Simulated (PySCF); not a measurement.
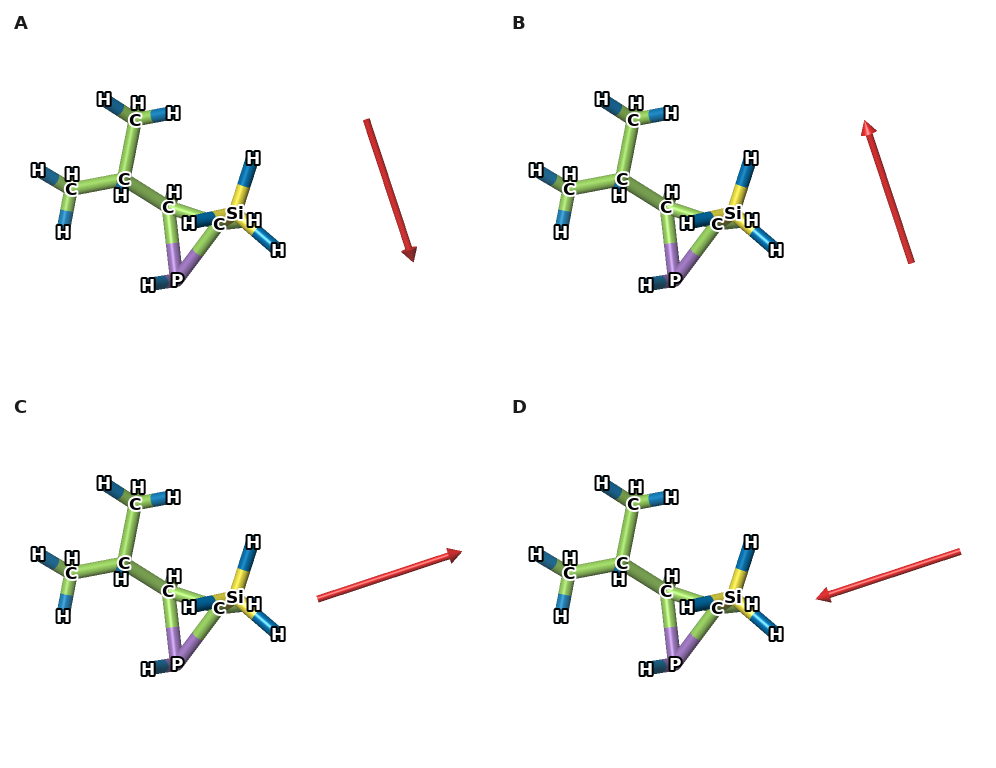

The same molecule four times, each with an arrow. The computed structure is the end point of a GFN2-xTB optimisation. No frequency run is at hand to confirm it as a minimum. Method: PBE0/pcSseg-1, gas phase (PySCF 2.14.0).

Which arrow points along the dipole moment, from the negative to the positive end?

Answer. B. The dipole moment is 1.22 D.

The geometry is semi-empirical. Around P, Si such bond lengths and angles can be off by a tenth of an ångström or more and by several degrees, and values that hang on the shape move with them.
